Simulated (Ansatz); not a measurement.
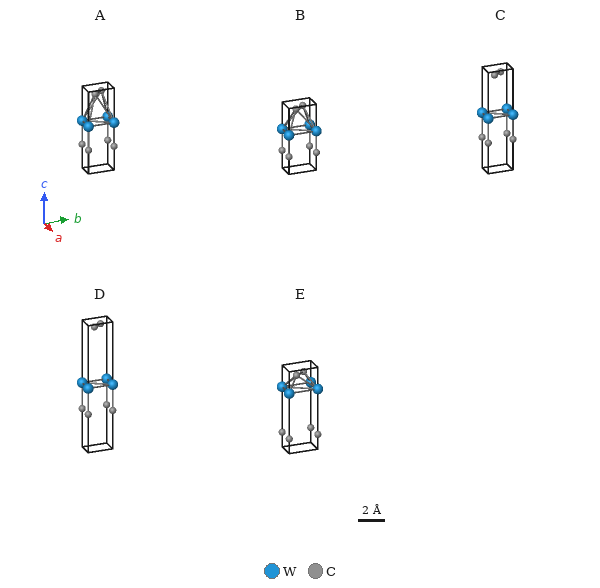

5 geometries from one relaxation of solid WC3 (a generated structure, set up in P6mm) (coarse preliminary run), in shuffled order. The picture is a ball-and-stick view of the cell of the calculation, seen slightly off an axis.

All numbers below come from Ansatz 0.2.0, DFT PBE, scalar-relativistic, plane waves, PAW. (plane-wave cutoff 420 eV; k-point mesh 6 × 6 × 4; occupations gaussian; smearing width 0.1 eV; no spin polarisation; cell and atoms relaxed; force threshold 0.04 eV/Å; at most 70 steps)

> Order the frames from highest to lowest energy.

E, B, A, C, D. They are steps 0, 5, 9, 16, 30, at +1972 meV per atom, +648 meV per atom, +174 meV per atom, +70.3 meV per atom relative to the last. The energy falls by 1972 meV per atom in 25 accepted moves (30 points after the start). The largest force component goes from 6 to 0.0091 eV/Å. The pressure goes from 13.47 to 0.10 GPa. The line search rejected the trial step at point 25 of the run. The SCF was repeated 4 times at an unchanged geometry on a basis and grid sized afresh for the cell, which shifted the energy by 24.5 meV per atom at most. The atom that moves furthest relative to the cell is the W atom (2.32 Å along −c). Largest moves by element: W 2.32 Å, C 1.23 Å. The drawn cell changes as follows: a = b 2.967 → 2.543 Å (−14.3 %), c 6.529 → 10.134 Å (+55.2 %); the volume changes by +14.0 %. Among the contacts that change: C–W 2.066 → 4.888 Å, C–W 3.624 → 2.070 Å, W–W 2.967 → 2.543 Å, C–C 1.713 → 1.468 Å. New bonds form: C–W (3.62 → 2.07 Å). Bonds break: C–W (2.07 → 4.89 Å). The space group stays P6mm (No. 183).
